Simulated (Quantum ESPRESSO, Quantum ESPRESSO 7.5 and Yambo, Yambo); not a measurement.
## Excitons of ZrSe3 (P2_1/m) on ever denser meshes

How far does the k mesh set the exciton binding of ZrSe3 (P2_1/m)?

Program: Quantum ESPRESSO 7.5 and Yambo 5.3.0. Level of theory: PBEsol and many-body steps on it, plane waves. Results are calculated unless marked as measured.

### Step 1. The structure

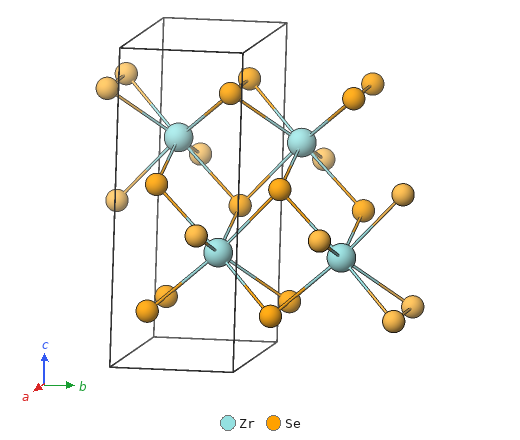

Start, viewed slightly off an axis; zirconium light teal, selenium orange. 1×2×1 cells are drawn. Some periodic images of atoms are drawn too.

The cell and positions come from the Crystallography Open Database and are kept as given unless a step says otherwise.

### Step 2. Empty states on the mesh, 2×4×2 mesh, 214 bands

This step: Quantum ESPRESSO 7.5; DFT, PBEsol, plane waves, norm-conserving pseudopotentials.

The sums over transitions need many empty states on a uniform mesh; this step solves for them.

Input file pw.in:

```
&control
  calculation = 'nscf'
  prefix = 'x'
  outdir = 'o'
  pseudo_dir = 'pseudo'
/
&system
  ibrav = 0
  nat = 8
  ntyp = 2
  ecutwfc = 104.0
  nbnd = 214
  force_symmorphic = .true.
/
&electrons
  conv_thr = 1e-9
  electron_maxstep = 80
  diago_full_acc = .true.
  diago_thr_init = 5e-6
/
ATOMIC_SPECIES
  Zr 91.224 Zr.upf
  Se 78.971 Se.upf
CELL_PARAMETERS angstrom
  5.4109000000 -0.0000000000 -0.0000000000
  -0.0000000000 3.7488000000 0.0000000000
  -1.2294209091 0.0000000000 9.3636349901
ATOMIC_POSITIONS crystal
  Zr 0.2850000000 0.2500000000 0.6560000000
  Zr 0.7150000000 0.7500000000 0.3440000000
  Se 0.7620000000 0.2500000000 0.5540000000
  Se 0.2380000000 0.7500000000 0.4460000000
  Se 0.4560000000 0.2500000000 0.1740000000
  Se 0.5440000000 0.7500000000 0.8260000000
  Se 0.8880000000 0.2500000000 0.1690000000
  Se 0.1120000000 0.7500000000 0.8310000000
K_POINTS automatic
  2 4 2 0 0 0
```

The run is started by

```console
OMP_NUM_THREADS=1 mpirun -n 8 pw.x -nk 4 -in pw.in > pw.out
```

The log of the run:

```text
Program PWSCF v.7.5 starts

     This program is part of the open-source Quantum ESPRESSO suite
     for quantum simulation of materials; please cite
         "P. Giannozzi et al., J. Phys.:Condens. Matter 21 395502 (2009);
         "P. Giannozzi et al., J. Phys.:Condens. Matter 29 465901 (2017);
         "P. Giannozzi et al., J. Chem. Phys. 152 154105 (2020);
     in publications or presentations arising from this work. More details at

     Atomic positions and unit cell read from directory:
     o/x.save/

     Message from routine setup:
[...]
6.3942   6.7318   7.1761   7.6777   7.8281   8.7232   8.8591   9.0417
     [... 15 further rows ...]
    45.3108  45.6677  46.0340  46.3318  46.4342  46.5654  46.7562  47.1856
    47.3434  47.6138  47.9183  48.3225  48.3341  48.4104

          k = 0.0000 0.3608-0.2889 ( 22962 PWs)   bands (ev):

     [... further k-points ...]

     highest occupied, lowest unoccupied level (ev):    10.5070   10.8367

     XML data file, pseudopotentials, collected wavefunctions

=------------------------------------------------------------------------------=
   JOB DONE.
=------------------------------------------------------------------------------=
```

The job ended after 76 s (8 MPI ranks of Arm Neoverse V2, shared host; peak memory 2.3 GiB; 10 min of CPU time).

Numbers from this step:

* gap: 0.3297 eV
* k of the valence top: 0, 0, 0
* k of the conduction bottom: -0.5, 0, 0
* least direct gap: 0.6027 eV
* k points computed: 12
* lowest point of the top converged band, above the valence top: 36.83 eV

On this mesh the gap is 0.330 eV.

The density comes from a self-consistent run that is not shown.

### Step 3. Conversion and set-up

This step: Yambo 5.3.0; conversion and set-up on PBEsol, plane waves, norm-conserving pseudopotentials.

The states are converted to the many-body program's format and the q mesh is built.

The run is started by

```console
(cd o/x.save; p2y > p2y.log; mv SAVE ../..); yambo > setup.log
```

The log of the run:

```text
 Yambo, version 5.3.0

 [02] CORE Variables Setup
 =========================

  [02.01] Unit cells
  ==================

  Cell kind             :  Unknown
  Atoms in the cell     :  Zr  Se
  number of Zr atoms    :  2
  number of Se atoms    :   6

  List of atomic masses
  Mass of Zr    :  91.22400
  Mass of Se    :  78.97100

  List of atomic coordinates    : [cc]
  Zr1       :   1.39009   1.77105  11.60773  order 1
  Zr2       :  6.511756  5.313154  6.086979  order 2
  Se1       :  6.504450  1.771051  9.802867  order 3
  Se2       :  1.397400  5.313154  7.891839  order 4
[...]
K/Q-points units:
 rlu = crystal or reduced units; cc = cartesian coordinates; iku = interal k-units

 Q [ 1]         [rlu]:  0.000000  0.000000  0.000000
 Q [ 2]         [rlu]: -0.49964E-17   0.0000     -0.50000
 Q [ 3]         [rlu]:  0.000000  0.250000  0.000000
[...]
Q [ 8]         [rlu]:  0.500000  0.000000 -0.500000
 Q [ 9]         [rlu]: -0.50000      0.25000      0.59754E-16
 Q [10]         [rlu]:  0.500000  0.250000 -0.500000
 Q [11]         [rlu]: -0.50000     -0.50000      0.59754E-16
 Q [12]         [rlu]:  0.500000  0.500000 -0.500000

  [03.01] X indexes
  =================

   [03.01.01] Sigma indexes
   ========================

 [06] Game Over & Game summary
```

The job ended after 4.4 s (1 MPI rank; peak memory 0.28 GiB).

### Step 4. Screening and self-energy, 2×4×2 mesh, 214 bands, screening to 88.4 eV

Now the one-shot GW correction: screening in the RPA, then the self-energy of the levels asked for.

This step: G0W0 on PBEsol, plane waves, norm-conserving pseudopotentials.

Input file gw1.in:

```
HF_and_locXC
gw0
dyson
ppa
em1d
rim_cut
RandQpts= 1000000
RandGvec= 1 RL
EXXRLvcs= 104 Ry
VXCRLvcs= 416 Ry
Chimod= "HARTREE"
% BndsRnXp
 1 | 214 |
%
NGsBlkXp= 6.5 Ry
% LongDrXp
 1 | 1 | 1 |
%
% GbndRnge
 1 | 214 |
%
DysSolver= "n"
ExtendOut
PPAPntXp= 27.21138 eV
% QPkrange
 1 | 1 | 83 | 86 |
 7 | 7 | 83 | 86 |
 2 | 2 | 83 | 86 |
%
```

The run is started by

```console
OMP_NUM_THREADS=2 mpirun -n 4 yambo -F gw1.in -J gw1 -C gw1 > gw1.log
```

The log of the run:

```text
 Yambo, version 5.3.0

 [02] CORE Variables Setup
 =========================

  [... cell, symmetries and grids as in the set-up ...]

  [02.05] Energies & Occupations
  ==============================

  [X] === General ===
  [X] Electronic Temperature                        :  0.000000  0.000000 [eV K]
  [X] Bosonic    Temperature                        :  0.000000  0.000000 [eV K]
  [X] Finite Temperature mode                       : no
  [X] El. density                                   :  0.88451E+24 [cm-3]
[...]
QP @ state[ 1 ] b range                          :   83   86
   QP @ state[ 2 ] K range                          :   7   7
   QP @ state[ 2 ] b range                          :   83   86
   GF energies kind                                 : Perdew, Burke & Ernzerhof SOL(X)+Perdew, Burke & Ernzerhof SOL(C)
   GF WF`s kind                                     : Perdew, Burke & Ernzerhof SOL(X)+Perdew, Burke & Ernzerhof SOL(C)
   Xs energies kind                                 : Perdew, Burke & Ernzerhof SOL(X)+Perdew, Burke & Ernzerhof SOL(C)
   Xs WF`s kind                                     : Perdew, Burke & Ernzerhof SOL(X)+Perdew, Burke & Ernzerhof SOL(C)

 [11] Game Over & Game summary
```

Wall time 7 min (4 MPI ranks); peak memory 14 GiB; 52 min of CPU time.

Numbers from this step:

```
G0W0 gap on the points computed              : 0.8915 eV
starting gap on the mesh                     : 0.3297 eV
k of the valence top                         : 0, 0, 0
k of the conduction bottom                   : -0.5, 0, 0
least direct G0W0 gap on the computed points : 1.197 eV
```

The gap on the mesh goes from 0.33 eV to 0.89 eV, a correction of +0.56 eV.

The gap opens by 0.562 eV; the next steps shift the empty bands rigidly by 0.594 eV, the correction at the start's least direct gap.

### Step 5. Excitons

Optical absorption needs the electron-hole interaction, solved here in a basis of vertical transitions on the mesh.

This step: Bethe-Salpeter equation on PBEsol with a scissors shift, plane waves, norm-conserving pseudopotentials.

Input file bse3.in:

```
optics
bss
bse
em1s
dipoles
rim_cut
RandQpts= 1000000
RandGvec= 1 RL
Chimod= "HARTREE"
BSKmod= "SEX"
BSEmod= "resonant"
BSSmod= "d"
BSENGexx= 30 Ry
BSENGBlk= 6 Ry
% BSEQptR
 1 | 1 |
%
% BSEBands
 71 | 96 |
%
% BEnRange
 0 | 6 | eV
%
% BDmRange
 0.1 | 0.1 | eV
%
BEnSteps= 121
% BLongDir
 1 | 0 | 0 |
%
% BndsRnXs
 1 | 144 |
%
NGsBlkXs= 6 Ry
% LongDrXs
 1 | 1 | 1 |
%
% KfnQP_E
 0.594 | 1.0 | 1.0 |
%
WRbsWF
```

The run is started by

```console
OMP_NUM_THREADS=2 mpirun -n 4 yambo -F bse3.in -J bse3 -C bse3 > bse3.log
```

The log of the run:

```text
 Yambo, version 5.3.0

 [02] CORE Variables Setup
 =========================

  [... cell, symmetries and grids as in the set-up ...]

  [02.05] Energies & Occupations
  ==============================

  [X] === General ===
  [X] Electronic Temperature                        :  0.000000  0.000000 [eV K]
  [X] Bosonic    Temperature                        :  0.000000  0.000000 [eV K]
  [X] Finite Temperature mode                       : no
  [X] El. density                                   :  0.88451E+24 [cm-3]
  [X] Fermi Level                                   :  10.50703 [eV]

  [X] === Gaps and Widths ===
  [X] Conduction Band Min                           :  0.329666 [eV]
  [X] Valence Band Max                              :  0.000000 [eV]
  [X] Filled Bands                                  :   84
  [X] Empty Bands                                   :   85  214
  [X] Direct Gap                                    :  0.602750 [eV]
  [X] Direct Gap localized at k                     :  2
  [X] Indirect Gap                                  :  0.329666 [eV]
  [X] Indirect Gap between kpts                     :   1   7
  [X] Last valence band width                       :  1.419693 [eV]
  [X] 1st conduction band width                     :  2.112716 [eV]

 [03] Transferred momenta grid and indexing
 ==========================================

 [BZ sampling] Q-grid is User defined and/or read from the database

 IBZ Q-points                                      :  12
 BZ  Q-points                                      :  16

 K/Q-points units:
 rlu = crystal or reduced units; cc = cartesian coordinates; iku = interal k-units

 Q [ 1]         [rlu]:  0.000000  0.000000  0.000000
 Q [ 2]         [rlu]: -0.49964E-17   0.0000     -0.50000
 Q [ 3]         [rlu]:  0.000000  0.250000  0.000000
 Q [ 4]         [rlu]: -0.49964E-17  0.25000     -0.50000
 Q [ 5]         [rlu]:  0.000000 -0.500000  0.000000
 Q [ 6]         [rlu]: -0.49964E-17 -0.50000     -0.50000
 Q [ 7]         [rlu]: -0.50000       0.0000      0.59754E-16
 Q [ 8]         [rlu]:  0.500000  0.000000 -0.500000
 Q [ 9]         [rlu]: -0.50000      0.25000      0.59754E-16
 Q [10]         [rlu]:  0.500000  0.250000 -0.500000
 Q [11]         [rlu]: -0.50000     -0.50000      0.59754E-16
 Q [12]         [rlu]:  0.500000  0.500000 -0.500000

  [03.01] X + BSE indexes
  =======================

   [03.01.01] Sigma indexes
   ========================

 [04] Coloumb potential Random Integration (RIM)
 ===============================================

  [04.01] RIM initialization
  ==========================

  * Diagonal components only detected *

  8 x (sBL volume)        :  0.096762 [a.u.]
  sBZ random points       :  1000000
  Points outside the sBZ  :   7993225
  RL volume               :  0.193525 [a.u.]
  Integrated volume       :  0.193689 [a.u.]

  [04.02] RIM integrals
  =====================

  Gamma point sphere radius             :  0.083276 [a.u.]
  Points outside the sphere             :   799794
  [Int_sBZ(q=0) 1/q^2]*(Vol_sBZ)^(-1/3) =:  7.483392
                                 should be <:  7.795600

  Summary of Coulomb integrals for non-metallic bands |Q|[au] RIM/Bare

  Q [1] 0.100000E-4 0.959951 * Q [2] 0.177544 0.867115
  Q [3] 0.221732 1.005740 * Q [4] 0.284055 0.994780
  Q [7] 0.309880 1.179383 * Q [8] 0.336486 1.132517
  Q [9] 0.381039 1.091490 * Q [10] 0.402974 1.072616
  Q [5] 0.443464 1.007706 * Q [6] 0.477685 1.004426
  Q [11] 0.541005 1.025187 * Q [12] 0.556672 1.022218

 [05] External/Internal QP corrections
 =====================================

 [QP_apply] Action to be applied: USER defined scissor

  [05.01]  QP corrections report
  ==============================

  [K+QP] === General ===
  [K+QP] Electronic Temperature                     :  0.000000  0.000000 [eV K]
  [K+QP] Bosonic    Temperature                     :  0.000000  0.000000 [eV K]
  [K+QP] Finite Temperature mode                    : no
  [K+QP] El. density                                :  0.88451E+24 [cm-3]
[...]
[coarse-grid] Minimum Gap Correction  [ev]:  0.594000

  Eqp @ K [ 1]
  -207.6635 -207.6635 -207.6489 -207.6489 -206.8667 -206.8667 -147.4989 -147.4989
  -147.4854 -147.4854 -147.2661 -147.2661 -147.2596 -147.2596 -147.2501 -147.2501
  -147.2438 -147.2438 -146.5532 -146.5532 -146.5463 -146.5463 -146.5320 -146.5320
  -48.97931 -48.97869 -47.92421 -47.92420 -47.83157 -47.83155 -47.81876 -47.81875
  -47.81338 -47.81333 -47.78599 -47.78598 -47.77771 -47.77765 -47.59299 -47.59282
  -47.58963 -47.58962 -47.57485 -47.57479 -47.57185 -47.57184 -46.95365 -46.95218
[...]
[... 9 further rows ...]
[...]
Eqp @ K [ 2]
[...]
[... 9 further rows ...]
[...]
Eqp @ K [ 3]
[...]
[... 9 further rows ...]
[...]
Eqp @ K [ 4]
[...]
[... 9 further rows ...]
[...]
Eqp @ K [ 5]
[...]
[... 9 further rows ...]
[...]
Eqp @ K [ 6]
[...]
[... 9 further rows ...]
[...]
Eqp @ K [ 7]
[...]
[... 9 further rows ...]
[...]
Eqp @ K [ 8]
[...]
[... 9 further rows ...]
[...]
Eqp @ K [ 9]
[...]
-3.531314 -3.385318 -3.042026 -2.960291 -2.497210 -2.387714 -2.110217 -1.870380
     [... 69 further rows ...]
   24.52622  24.52638  25.38162  25.38165  25.61254  25.61259  25.79338  25.79340
   26.07568  26.07575  26.70555  26.70559  27.45653  27.45663  27.68232  27.68233

 [06] Dipoles
 ============

  [06.01] Setup: observables and procedures
  =========================================

  [WARNING] [x,Vnl] slows the Dipoles computation. To neglect it rename the ns.kb_pp file

  [WARNING] [r,Vnl^pseudo] included in position and velocity dipoles.

  [WARNING] In case H contains other non local terms, these are neglected

 [07] Static Dielectric Matrix
 =============================

 [WR./bse3//ndb.em1s]------------------------------------------------------------
  Brillouin Zone Q/K grids (IBZ/BZ)                :  12  16  12  16
  RL vectors                                       :  26941 [WF]
  Coulomb cutoff potential                         : none
  Electronic Temperature                           :  0.000000 [K]
  Bosonic    Temperature                           :  0.000000 [K]
  Static diel. fun.  energies                      : Perdew, Burke & Ernzerhof SOL(X)+Perdew, Burke & Ernzerhof SOL(C)
  wavefunctions                                    : Perdew, Burke & Ernzerhof SOL(X)+Perdew, Burke & Ernzerhof SOL(C)
  Global Gauge                                     : length
  X matrix size                                    :  307
  X band range                                     :    1  144
  X e/h energy range                               : -1.000000 -1.000000 [eV]
  X Time ordering                                  : T
  X Hxc Kernel                                     : HARTREE
  X Drude frequency                                :  0.000000  0.000000
  X poles                                          :  100.0000 [o/o]
  RL vectors in the sum                            :  26941
  [r,Vnl] included                                 : yes
  Field direction                                  :  0.577350E-5  0.577350E-5  0.577350E-5
  BZ energy Double Grid                            : no
  BZ energy DbGd points                            : 0
  BZ Q point size factor                           : -1.000000
  X Optical Averaged directions                    : none

 [08] Bethe Salpeter Equation driver
 ===================================

  [08.01] Bethe Salpeter Equation @q1
  ===================================

   [08.01.01] Transition pre-analysis @q1
   ======================================

   [08.01.02] Transition Groups build-up @q1
   =========================================

   [BSK] Transition groups (total):  24
   [BSK] Size (resonant):  2688
   [BSK]         (total):  2688
   [BSK] N. of matrices :  1

   [08.01.03] Loading Dipoles @q1
   ==============================

   [08.01.04] Independent Particles properties @q1
   ===============================================

   ==========================================================

   [BSE] Exchange components :   3525
   [BSE] Correlation components :   307   925

    [08.01.05.01] Screened interaction header I/O
    =============================================

    [08.01.05.02] Main kernel loop
    ==============================

    [08.01.05.03] Wave-Function Phases
    ==================================

    [BSE] WF phases found       :  70.83333 [o/o]

   [08.01.06] BSE solver(s) @q1
   ============================

   [08.01.07] Diago Solver @q1
   ===========================

 [11] Game Over & Game summary
```

The job ended after 4.8 min (4 MPI ranks; peak memory 4.2 GiB).

This step gave:

| Item | Value |
| --- | --- |
| transitions in the window | 2688 |
| direct gap of the transition levels | 1.197 eV |
| lowest state | 0.9480 eV |
| first strong exciton (over a fiftieth of the strongest listed) | 1.534 eV |
| binding of the lowest state below the direct gap | 0.2487 eV |
| Coulomb term of one mesh cell | 0.1833 eV |

The binding is 1.4 times the screened Coulomb term of one mesh cell (0.18 eV), so it is not shown settled.

The lowest state lies at 0.948 eV, 0.249 eV under the direct gap.

Lines within 3 meV are set at the lowest of them, and the highest group, which the list may cut short, is left out; lines within 3 meV are set at the lowest of them, and the highest group, which the list may cut short, is left out. Lines of the exciton spectrum (strongest = 100):

| position (eV) | lines merged | strength, relative |
| --- | --- | --- |
| 0.948 | 1 | 0.0 |
| 1.021 | 1 | 0.1 |
| 1.045 | 1 | 0.0 |
| 1.109 | 1 | 0.0 |
| 1.175 | 1 | 0.0 |
| 1.195 | 2 | 0.0 |
| 1.283 | 1 | 0.0 |
| 1.330 | 1 | 0.0 |
| 1.424 | 1 | 0.0 |
| 1.458 | 1 | 0.0 |
| 1.462 | 1 | 0.0 |
| 1.470 | 1 | 0.0 |
| 1.494 | 1 | 0.0 |
| 1.526 | 1 | 0.0 |
| 1.534 | 1 | 100 |
| 1.568 | 1 | 0.0 |
| 1.663 | 1 | 9.2 |
| 1.672 | 1 | 24 |
| 1.688 | 1 | 1.9 |
| 1.734 | 2 | 52 |

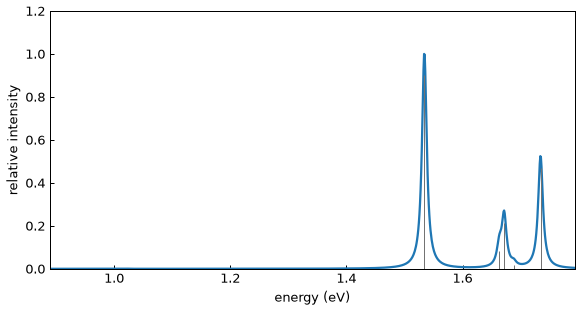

The exciton spectrum, broadened with Lorentzians of width 0.0098 eV; bars mark the lines.

The ε₂ has structure finer than the step of the table below, so its rows give means over 0.25 eV, whole bins alone (the curve runs from 0 to 6 eV). Peaks (eV: height): BSE 2.000: 27.7, 2.700: 27.3, 3.050: 27.9, 3.750: 44.7; no electron-hole interaction 2.250: 25.5, 2.800: 30.0, 4.100: 53.0.

Field along x; broadening 0.1 eV; transition window only. Limits: finite bands, cutoff and mesh; no spin-orbit coupling; coarse k mesh; exciton not shown settled in the k mesh. ε₂ against photon energy; means over each step:

| photon energy (eV) | BSE | no electron-hole interaction |
| --- | --- | --- |
| 0.25 | 0.350 | 0.323 |
| 0.50 | 0.440 | 0.395 |
| 0.75 | 0.579 | 0.500 |
| 1.00 | 0.826 | 0.664 |
| 1.25 | 1.41 | 0.967 |
| 1.50 | 3.60 | 1.78 |
| 1.75 | 8.87 | 5.23 |
| 2.00 | 22.7 | 10.4 |
| 2.25 | 14.4 | 22.4 |
| 2.50 | 15.3 | 13.6 |
| 2.75 | 22.5 | 23.3 |
| 3.00 | 24.3 | 26.8 |
| 3.25 | 18.7 | 27.3 |
| 3.50 | 35.7 | 23.2 |
| 3.75 | 41.9 | 33.7 |
| 4.00 | 24.5 | 50.8 |
| 4.25 | 14.4 | 32.8 |
| 4.50 | 17.3 | 18.4 |
| 4.75 | 15.2 | 17.2 |
| 5.00 | 10.4 | 14.8 |
| 5.25 | 7.34 | 12.0 |
| 5.50 | 6.68 | 6.03 |
| 5.75 | 8.32 | 6.18 |

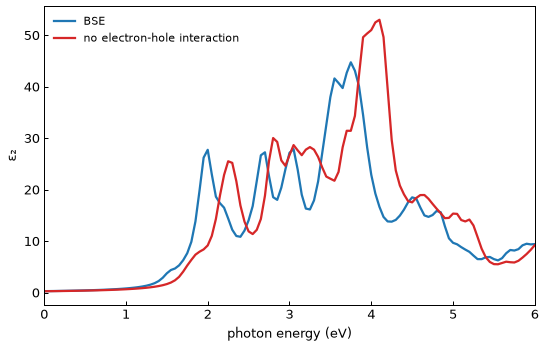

ε₂, plotted against photon energy.

(Part 1 of 4 ends here.)

[Paths, hosts, dates, memory and timing lines, banners, echoed tables and standing remarks are left out of the program output.]

[Logs are printed without paths, hosts, clocks, repeated set-up lines and the standing remarks that a program may print on its own settings, such as how far it seeks lower states.]

[Runs of the session that timed out or met a known fault of the program may be left out.]

[Hosts, paths, dates, database ids (printed as entryN), source tags and the programs' standing remarks are cut or masked in the printed files.]
